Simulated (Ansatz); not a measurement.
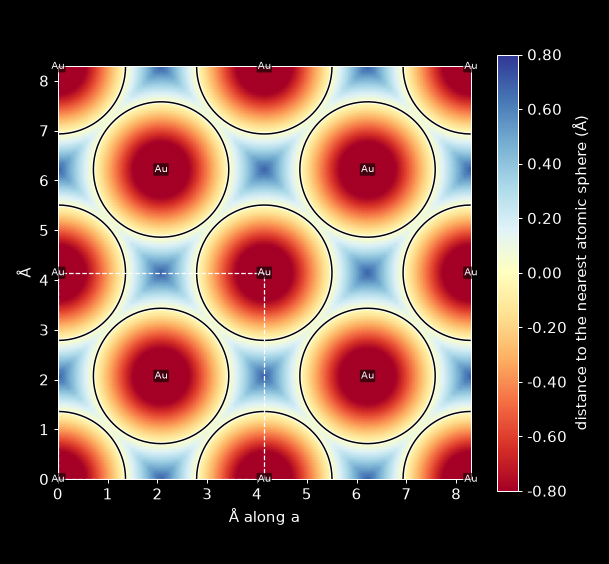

Map of the distance to the nearest atomic sphere in Au (Fm-3m, No. 225), computed on the section y = 0.000 (parallel to a and c; the dashed line is one cell). The black line marks the spheres' surfaces; positive values are empty space; unlabelled circles belong to atoms above or below the section.

The atoms' radii are covalent radii (Cordero): Au 1.36 Å.

Origin of the cell: the input geometry of an electronic-structure calculation (not necessarily at equilibrium).

```
CELL_PARAMETERS angstrom
4.14635 0.00000 0.00000
0.00000 4.14635 0.00000
0.00000 0.00000 4.14635
ATOMIC_POSITIONS crystal
Au 0.00000 0.00000 0.00000
Au 0.00000 0.50000 0.50000
Au 0.50000 0.00000 0.50000
Au 0.50000 0.50000 0.00000
```

Question: Where is the largest hole in this section, and how large is it?

Answer: At 0.000, 0.000, 0.500 (fractional), where the distance reaches 0.71 Å; it is enclosed by 6 Au in an octahedral arrangement. It is the largest hole of the crystal.

Question: How much of the crystal lies outside the spheres?

Answer: About 41 % of the cell's volume, and 32 % of this section's area.

Question: What can pass through?

Answer: The largest sphere that fits anywhere has a diameter of 1.43 Å; the largest that can travel through the crystal, about 0.7 Å.
